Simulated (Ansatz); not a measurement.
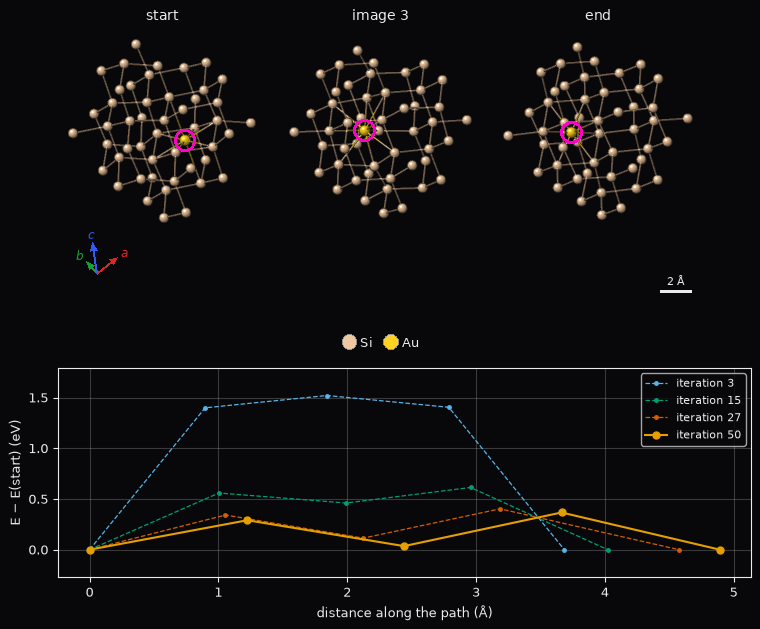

NEB run on Si with an interstitial Au (17 atoms in the cell). Images are numbered from 0 (start) to 4 (end). The plot follows the band through its iterations. The picture is a ball-and-stick view of the atoms within 5.8 Å of the middle of the path, seen slightly off an axis. The moving atom is ringed, with any periodic copies. Bonds to atoms that aren't drawn are left out.

Computed with DFT PBE, scalar-relativistic, plane waves, PAW (Ansatz 0.2.0). Set-up: plane-wave cutoff 420 eV; k-point mesh 2 × 2 × 2; Fermi-Dirac smearing 0.05 eV; spin collinear; 3 movable images; climbing image; force threshold 0.05 eV/Å; iteration limit 50; spring constant 50.0 eV/Å²; optimiser FIRE.

Question: How did the profile develop, and is the result final?

Answer: The result isn't final. The band hadn't converged when the run stopped after 50 iterations. The barrier read from it is provisional, though the highest image hardly moved in the last two iterations. The spring constant is far from the usual few eV/Å², which spoils the spacing or the steps. The first iteration put the highest image at 17.89 eV. The barrier is about 0.37 eV in both directions, with image 3 at the top; the ends have nearly the same energy. The profile has 2 maxima (images 1, 3) with a dip at image 2 (+0.04 eV), which on an unconverged band is provisional.

Limits of the set-up: the periodic images lie only 7.7 Å apart, so the values are limited by the cell's size.

The run took 11 min on 2 threads of Arm Neoverse V2, with other jobs on the host, peak memory 1.3 GiB.

PAW datasets: the set soft_1.
